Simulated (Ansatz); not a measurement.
## CH4GeS: single-point calculation

CH4GeS, multiplicity 3, SMILES [CH2]1[S][GeH2]1, computed with UKS r2SCAN-d3bj/aug-pcseg-2 (Ansatz 0.2.0).

The geometry comes from this level: PBE0-D4/def2-TZVP. Figures and captions count atoms from 1; the log counts them from 0 in places.

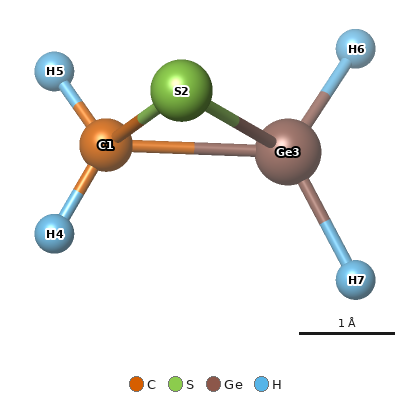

**Figure 1.** The structure as given in the input (ball-and-stick view, seen at a tilt; atoms are numbered from 1 in the order of the input). Sticks mark near contacts. Bond lengths as drawn: C–Ge 1.93 Å, C–H 1.09 Å, C–S 1.85 Å, Ge–H 1.53 Å and Ge–S 2.19 Å.

Results in brief

| quantity | value |
| --- | --- |
| outcome | converged |
| total energy | −68451.3917 eV |
| mean-field energy | −68451.3534 eV |
| dispersion energy | −0.0383 eV |
| ⟨S²⟩ | 2.011 |
| SCF solution under orbital rotations | stable |
| largest force (length of the vector) | 4.771 eV/Å |
| dipole moment | 1.84 D |
| hardware | 2 threads of AMD EPYC, 23 GiB of memory available, shared host |
| wall time | 53 s (CPU time 1.7 min) |
| peak memory | 0.99 GiB |

The program warns: the dispersion correction has no parameters fitted for this combination and takes those fitted for r2SCAN with other terms.

Input file
```yaml
crystal:
  periodic: [false, false, false]
  atoms:
    - {symbol: C, position_ang: [-0.765946, -0.226925, -0.570617]}
    - {symbol: S, position_ang: [-0.430690, -1.473871, 0.749398]}
    - {symbol: Ge, position_ang: [0.771938, 0.330457, 0.447896]}
    - {symbol: H, position_ang: [-0.609622, -0.595228, -1.579239]}
    - {symbol: H, position_ang: [-1.694935, 0.318442, -0.440431]}
    - {symbol: H, position_ang: [0.622145, 1.440316, 1.484729]}
    - {symbol: H, position_ang: [2.168310, 0.138708, -0.137436]}
basis:
  gaussian: {orbitals: aug-pcseg-2}
magnetization: {spin_polarized: true, initial_magnetization: 2}
hamiltonian: {xc: {name: r2SCAN}, dispersion: d3bj}
output: {forces: true}
```

Command:
```bash
ansatz run in.yaml --threads 2 --pin off --events-out ev --progress --plain --max-ram 4352MiB
```

Log
```
Warning: the engine holds no damping parameters fitted to this dispersion correction and functional, so the run takes those fitted to r2scan beside the three-body term, which d3bj leaves out (hamiltonian.dispersion, under Limitations)
Functional definition: r2SCAN
  name "r2SCAN"
  cite "Furness, Kaplan, Ning, Perdew & Sun, J. Phys. Chem. Lett. 11, 8208 (2020) doi:10.1021/acs.jpclett.0c02405"
  cite "Furness, Kaplan, Ning, Perdew & Sun, J. Phys. Chem. Lett. 11, 9248 (2020) doi:10.1021/acs.jpclett.0c03077"
  parent r2scan
  parameter k0 = 0.174
  parameter k1 = 0.065
  parameter a1 = 4.9479
  exchange = r2scan_x(k0 = k0, k1 = k1, a1 = a1)
  correlation = r2scan_c
1207 factors; their error is unknown
mean field evaluation 1: about -68440.1496 eV, gradient 4.8e1 eV
mean field evaluation 2: about -68398.7637 eV, gradient 8.3e1 eV
mean field evaluation 4: about -68450.4367 eV, gradient 1.1e1 eV
mean field evaluation 8: about -68451.3858 eV, gradient 6.9e-1 eV
mean field evaluation 16: about -68451.3533 eV, gradient 1.6e-3 eV
mean field evaluation 32: about -68448.5235 eV, gradient 1.5e1 eV
mean field evaluation 64: about -68450.6995 eV, gradient 2.0e0 eV
mean field -68451.35331429 eV, -2515.5408363064 hartree, gradient 1.5e-5 eV, S^2 2.011194; 8 other end points of the search recorded, 0 dependent functions left out
the calculation of the forces begins
reference -68451.35337765 eV, -2515.5408386350 hartree; 30, 28 occupied and 217, 219 virtual orbitals, 1207 factors
Total energy: -68451.39169897 eV, -2515.5422469173 hartree
Atom 0 at    -0.765946    -0.226925    -0.570617 Å, force     0.618550     0.069960     0.533147 eV/Å
Atom 1 at    -0.430690    -1.473871     0.749398 Å, force    -3.212771    -3.519591    -0.238264 eV/Å
Atom 2 at     0.771938     0.330457     0.447896 Å, force     3.101912     3.312327     0.299064 eV/Å
Atom 3 at    -0.609622    -0.595228    -1.579239 Å, force    -0.122080    -0.254974     0.060589 eV/Å
Atom 4 at    -1.694935     0.318442    -0.440431 Å, force    -0.142775    -0.237357     0.082229 eV/Å
Atom 5 at     0.622145     1.440316     1.484729 Å, force    -0.161032     0.348187    -0.326803 eV/Å
Atom 6 at     2.168310     0.138708    -0.137436 Å, force    -0.081803     0.281449    -0.409961 eV/Å
Dipole moment:    -0.297331    -0.216639    -0.109557 e Å
```

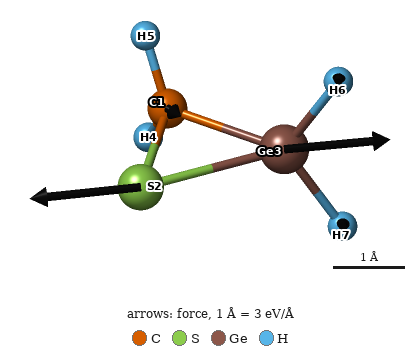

**Figure 2.** Forces on the atoms as black arrows (ball-and-stick view, seen at a tilt; atoms are numbered from 1 in the order of the input); the smallest are left out. The largest act on S2 (4.77 eV/Å); Ge3 (4.55 eV/Å). The geometry is not a stationary point of this energy.
